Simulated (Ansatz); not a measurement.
La$_{2}$O$_{3}$ (A-La2O3 type, space group P-3m1)

```
CELL_PARAMETERS angstrom
      3.90611     0.00000     0.00000
     -1.95305     3.38279     0.00000
      0.00000     0.00000     6.04025
ATOMIC_POSITIONS crystal
  La 0.33333 0.66667 0.24537
  La 0.66667 0.33333 0.75463
  O  0.00000 0.00000 0.00000
  O  0.33333 0.66667 0.64601
  O  0.66667 0.33333 0.35399
```

In each cell atom 5 (O, nearest neighbour La at 2.349 Å; its periodic images, 3.9 Å or more away, move with it) moves by s·(0.000, 0.000, 1.000) (along Cartesian z), the rest being held.

Level of theory: PBEsol (plane waves to 420 eV, PAW, scalar-relativistic; Ansatz, a program for electronic structure). k mesh 8×8×5 (Γ-centred), Fermi-Dirac smearing 0.05 eV. E stands for the smeared free energy. Left out: 2 of 11 points, with atoms too close for the PAW data. La2O3 is run without spin polarisation. La2O3 was relaxed with its symmetry unable to fall. The zero of ΔE is the undisplaced structure.

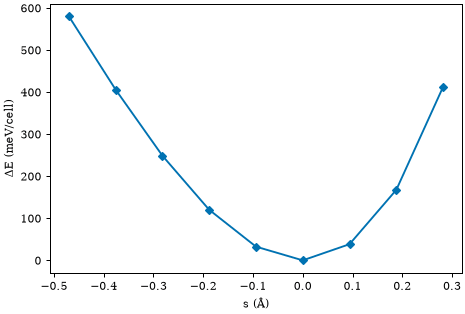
*ΔE (meV/cell) against s (Å); markers are the computed points, lines only join them.*

Problem. Is the energy the same for displacements of ±0.282 Å, and if not, which side lies higher?

Solution. Not even: the positive side lies higher at ±0.282 Å.

Problem. What is the energy change at s = 0.282 Å?

Solution. About 410 meV/cell.

(For displaced atoms, the force is minus the slope of the energy, and its curvature is a force constant, which sets phonon frequencies.)
